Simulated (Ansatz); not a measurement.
**UCCSDT/STO-3G run of CH2FO (SMILES [O]CF)**

What is the energy change on altering one bond length of CH2FO at UCCSDT/STO-3G? 

Program for the calculation: Ansatz 0.2.0.

56 further runs of the same task are left out: 56 set aside as unsound or not needed.

### Step 1. The system as given

CH2FO: 5 atoms, total charge 0, spin state doublet. As SMILES, `[O]CF`. Geometry: relaxed at PBE0-D4/def2-TZVP.

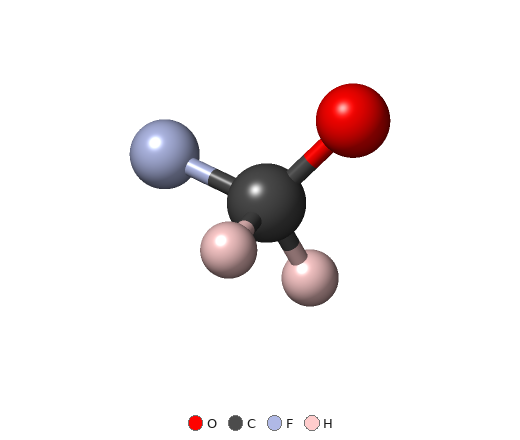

Viewed from a chosen angle; oxygen red, carbon dark grey, fluorine light blue, hydrogen pink.

### Step 2. A single-point energy at UCCSDT/STO-3G

Input file input.yaml:

```yaml
crystal:
  periodic: [false, false, false]
  atoms:
    - {symbol: O, position_ang: [-1.122700, 0.202700, 0.610000]}
    - {symbol: C, position_ang: [-0.009600, -0.012300, -0.033000]}
    - {symbol: F, position_ang: [1.105500, -0.174700, 0.757200]}
    - {symbol: H, position_ang: [-0.112900, -0.924800, -0.655200]}
    - {symbol: H, position_ang: [0.189500, 0.835500, -0.720300]}
basis:
  gaussian: {orbitals: STO-3G}
magnetization: {spin_polarized: true, initial_magnetization: 1}
correlation: {method: ccsdt, frozen_orbitals: {C: 1, F: 1, H: 0, O: 1}}
accuracy: high
scf: {omitted_lower_state_checks: [cluster_reference, increment]}
```

On the command line:

```sh
$ ansatz run input.yaml --threads 1 --pin off --max-ram 2610MiB --events-out events.jsonl --progress --plain --runs-dir runs
```

What it wrote:

```text
Warning: RAYON_NUM_THREADS=1 ignored (pool sized by the plan → 1); use --threads N
Functional definition: HF
  name "HF"
  exchange = exact_x
  correlation = 0
these checks for a lower state are left out or cut short: cluster_reference, increment
298 factors; integrals over basis functions are off by at most 3.5e-8 eV
mean field evaluation 1: about -5719.6477 eV, gradient 2.4e1 eV
mean field evaluation 2: about -5719.7850 eV, gradient 2.4e1 eV
mean field evaluation 4: about -5725.1111 eV, gradient 3.2e0 eV
mean field evaluation 8: about -5725.2966 eV, gradient 3.7e-4 eV
mean field evaluation 16: about -5725.0444 eV, gradient 1.2e0 eV
mean field -5725.29009927 eV, -210.4005304070 hartree, gradient 2.6e-8 eV, S^2 0.755310; 4 other end points of the search recorded, 0 dependent functions left out
3 core orbitals not correlated: weight in the atoms' cores, before any rotation towards them, 1.000 or more for the frozen orbitals, at most 0.000 for the correlated occupied ones
reference -5725.29009927 eV, -210.4005304070 hartree; 10, 9 occupied and 4, 5 virtual orbitals, 298 factors
second order -2.15579770 eV of doubles, -0.00000000 eV of singles
cycle   1  -2.61874862 eV  change   -4.6e-1 eV  update   6.1e-2
cycle   2  -2.88898385 eV  change   -2.7e-1 eV  update   2.6e-2
cycle   3  -2.95971203 eV  change   -7.1e-2 eV  update   1.3e-2
cycle   4  -2.97229124 eV  change   -1.3e-2 eV  update   5.7e-3
cycle   5  -2.97482115 eV  change   -2.5e-3 eV  update   3.2e-3
cycle   6  -2.97513286 eV  change   -3.1e-4 eV  update   1.7e-3
cycle   7  -2.97518309 eV  change   -5.0e-5 eV  update   9.3e-4
cycle   8  -2.97529278 eV  change   -1.1e-4 eV  update   5.2e-4
cycle   9  -2.97550828 eV  change   -2.2e-4 eV  update   3.0e-4
cycle  10  -2.97550961 eV  change   -1.3e-6 eV  update   1.5e-4
cycle  11  -2.97549881 eV  change    1.1e-5 eV  update   7.2e-5
cycle  12  -2.97547982 eV  change    1.9e-5 eV  update   2.8e-5
cycle  13  -2.97547952 eV  change    3.0e-7 eV  update   1.4e-5
cycle  14  -2.97548596 eV  change   -6.4e-6 eV  update   6.9e-6
cycle  15  -2.97549585 eV  change   -9.9e-6 eV  update   3.5e-6
cycle  16  -2.97549942 eV  change   -3.6e-6 eV  update   1.9e-6
cycle  17  -2.97550097 eV  change   -1.6e-6 eV  update   1.1e-6
cycle  18  -2.97550120 eV  change   -2.3e-7 eV  update   7.3e-7
cycle  19  -2.97550132 eV  change   -1.1e-7 eV  update   3.9e-7
cycle  20  -2.97550156 eV  change   -2.4e-7 eV  update   2.6e-7
cycle  21  -2.97550171 eV  change   -1.6e-7 eV  update   1.3e-7
cycle  22  -2.97550179 eV  change   -8.3e-8 eV  update   8.2e-8
cycle  23  -2.97550181 eV  change   -1.9e-8 eV  update   4.4e-8
cycle  24  -2.97550179 eV  change    2.0e-8 eV  update   2.7e-8
cycle  25  -2.97550178 eV  change    1.4e-8 eV  update   1.9e-8
cycle  26  -2.97550169 eV  change    8.8e-8 eV  update   4.7e-8
cycle  27  -2.97550171 eV  change   -1.4e-8 eV  update   1.9e-8
cycle  28  -2.97550170 eV  change    8.0e-9 eV  update   1.1e-8
cycle  29  -2.97550170 eV  change   -3.3e-9 eV  update   8.0e-9
cycle  30  -2.97550170 eV  change   -1.7e-9 eV  update   7.2e-9
cycle  31  -2.97550170 eV  change   7.6e-10 eV  update   6.7e-9
cycle  32  -2.97550170 eV  change   4.6e-10 eV  update   6.0e-9
cycle  33  -2.97550170 eV  change  -5.1e-10 eV  update   5.0e-9
cycle  34  -2.97550170 eV  change  -7.1e-10 eV  update   3.4e-9
cycle  35  -2.97550170 eV  change  -2.5e-10 eV  update   1.7e-9
Total energy: -5728.26560097 eV, -210.5098780777 hartree
Checks for a lower state left out: cluster_reference, increment
```

It took 1 s on 1 thread of Arm Neoverse V2, shared host.

### Step 3. The distorted shape at the same level

Input file job.yaml:

```yaml
crystal:
  periodic: [false, false, false]
  atoms:
    - symbol: O
      position_ang: [-1.096873, 0.430845, 0.765563]
    - symbol: C
      position_ang: [0.016227, 0.215845, 0.122563]
    - symbol: F
      position_ang: [1.131327, 0.053445, 0.912763]
    - symbol: H
      position_ang: [-0.112900, -0.924800, -0.655200]
    - symbol: H
      position_ang: [0.215327, 1.063645, -0.564737]
basis:
  gaussian: {orbitals: STO-3G}
total_charge: 0
magnetization: {spin_polarized: true, initial_magnetization: 1}
correlation: {method: ccsdt, frozen_orbitals: {C: 1, F: 1, H: 0, O: 1}}
accuracy: high
scf: {omitted_lower_state_checks: [cluster_reference, increment]}
```

On the command line:

```sh
$ ansatz run job.yaml --threads 1 --pin off --max-ram 2610MiB --events-out events.jsonl --progress --plain --runs-dir runs
```

What it wrote:

```text
Warning: RAYON_NUM_THREADS=1 ignored (pool sized by the plan → 1); use --threads N
[... 4 set-up lines as earlier in the session ...]
these checks for a lower state are left out or cut short: cluster_reference, increment
298 factors; integrals over basis functions are off by at most 3.6e-8 eV
mean field evaluation 1: about -5718.0199 eV, gradient 2.5e1 eV
mean field evaluation 2: about -5718.1468 eV, gradient 2.6e1 eV
mean field evaluation 4: about -5723.9418 eV, gradient 4.0e0 eV
mean field evaluation 8: about -5724.2571 eV, gradient 3.6e-3 eV
mean field evaluation 16: about -5724.0156 eV, gradient 1.4e0 eV
mean field -5724.24993675 eV, -210.3623051396 hartree, gradient 2.5e-8 eV, S^2 0.776269; 3 other end points of the search recorded, 0 dependent functions left out
3 core orbitals not correlated: weight in the atoms' cores, before any rotation towards them, 1.000 or more for the frozen orbitals, at most 0.000 for the correlated occupied ones
reference -5724.24993675 eV, -210.3623051396 hartree; 10, 9 occupied and 4, 5 virtual orbitals, 298 factors
second order -2.41258172 eV of doubles, -0.00000000 eV of singles
cycle   1  -2.94041770 eV  change   -5.3e-1 eV  update   7.2e-2
cycle   2  -3.27862751 eV  change   -3.4e-1 eV  update   3.4e-2
cycle   3  -3.39302816 eV  change   -1.1e-1 eV  update   2.0e-2
cycle   4  -3.41413805 eV  change   -2.1e-2 eV  update   8.9e-3
cycle   5  -3.42122224 eV  change   -7.1e-3 eV  update   5.5e-3
cycle   6  -3.42416820 eV  change   -2.9e-3 eV  update   3.3e-3
cycle   7  -3.42548570 eV  change   -1.3e-3 eV  update   2.0e-3
cycle   8  -3.42610780 eV  change   -6.2e-4 eV  update   1.1e-3
cycle   9  -3.42667008 eV  change   -5.6e-4 eV  update   6.9e-4
cycle  10  -3.42676257 eV  change   -9.2e-5 eV  update   5.6e-4
cycle  11  -3.42666970 eV  change    9.3e-5 eV  update   5.0e-4
cycle  12  -3.42647017 eV  change    2.0e-4 eV  update   4.6e-4
cycle  13  -3.42637988 eV  change    9.0e-5 eV  update   4.1e-4
cycle  14  -3.42641347 eV  change   -3.4e-5 eV  update   3.6e-4
cycle  15  -3.42675099 eV  change   -3.4e-4 eV  update   2.9e-4
cycle  16  -3.42688117 eV  change   -1.3e-4 eV  update   2.0e-4
cycle  17  -3.42687321 eV  change    8.0e-6 eV  update   1.2e-4
cycle  18  -3.42683738 eV  change    3.6e-5 eV  update   8.1e-5
cycle  19  -3.42683363 eV  change    3.7e-6 eV  update   5.7e-5
cycle  20  -3.42687675 eV  change   -4.3e-5 eV  update   3.3e-5
cycle  21  -3.42692145 eV  change   -4.5e-5 eV  update   2.2e-5
cycle  22  -3.42694063 eV  change   -1.9e-5 eV  update   1.3e-5
cycle  23  -3.42694823 eV  change   -7.6e-6 eV  update   8.8e-6
cycle  24  -3.42694942 eV  change   -1.2e-6 eV  update   5.9e-6
cycle  25  -3.42694738 eV  change    2.0e-6 eV  update   4.4e-6
cycle  26  -3.42694819 eV  change   -8.2e-7 eV  update   3.6e-6
cycle  27  -3.42694837 eV  change   -1.7e-7 eV  update   3.1e-6
cycle  28  -3.42694840 eV  change   -3.6e-8 eV  update   2.8e-6
cycle  29  -3.42694790 eV  change    5.0e-7 eV  update   2.5e-6
cycle  30  -3.42694730 eV  change    6.1e-7 eV  update   2.0e-6
cycle  31  -3.42694648 eV  change    8.2e-7 eV  update   1.6e-6
cycle  32  -3.42694698 eV  change   -5.0e-7 eV  update   1.2e-6
cycle  33  -3.42694756 eV  change   -5.8e-7 eV  update   8.1e-7
cycle  34  -3.42694821 eV  change   -6.5e-7 eV  update   5.8e-7
cycle  35  -3.42694869 eV  change   -4.8e-7 eV  update   3.3e-7
cycle  36  -3.42694879 eV  change   -9.9e-8 eV  update   2.0e-7
cycle  37  -3.42694892 eV  change   -1.3e-7 eV  update   1.3e-7
cycle  38  -3.42694900 eV  change   -7.7e-8 eV  update   7.3e-8
cycle  39  -3.42694903 eV  change   -2.4e-8 eV  update   4.9e-8
cycle  40  -3.42694903 eV  change   -5.2e-9 eV  update   3.4e-8
cycle  41  -3.42694899 eV  change    4.4e-8 eV  update   5.9e-8
cycle  42  -3.42694899 eV  change   -3.0e-9 eV  update   3.0e-8
cycle  43  -3.42694898 eV  change    8.1e-9 eV  update   2.1e-8
cycle  44  -3.42694898 eV  change    1.4e-9 eV  update   1.6e-8
cycle  45  -3.42694898 eV  change    4.9e-9 eV  update   1.2e-8
cycle  46  -3.42694897 eV  change    5.0e-9 eV  update   9.2e-9
cycle  47  -3.42694897 eV  change   7.0e-10 eV  update   6.1e-9
cycle  48  -3.42694897 eV  change   -1.1e-9 eV  update   3.3e-9
cycle  49  -3.42694897 eV  change   -2.5e-9 eV  update   1.7e-9
cycle  50  -3.42694897 eV  change   -1.0e-9 eV  update  8.8e-10
cycle  51  -3.42694898 eV  change  -9.1e-10 eV  update  5.1e-10
Total energy: -5727.67688573 eV, -210.4882431916 hartree
Checks for a lower state left out: cluster_reference, increment
```

Run time: 1.2 s. Hardware: 1 thread of Arm Neoverse V2, shared host.

### Step 4. What came out

At UCCSDT/STO-3G, 3 core orbitals frozen:

| quantity | value |
| --- | --- |
| first shape: total energy | -210.50988 Eh |
| first shape: correlation energy (3 core orbitals frozen) | -109.3 mEh |
| first shape: ⟨S²⟩ of the reference determinant | 0.755 |
| first shape: T1 diagnostic | 0.011 |
| distorted shape: total energy | -210.48824 Eh |
| distorted shape: correlation energy (3 core orbitals frozen) | -125.9 mEh |
| distorted shape: ⟨S²⟩ of the reference determinant | 0.776 |
| distorted shape: T1 diagnostic | 0.015 |
| energy change with the C2–H4 bond stretched from 1.109 to 1.387 Å | 0.589 eV |

What this shows: With the C2–H4 bond stretched from 1.109 to 1.387 Å the energy rises by 0.59 eV (56.8 kJ/mol). The first shape isn't relaxed at this level, so the change isn't measured from a minimum. The minimal basis adds a large error of its own.
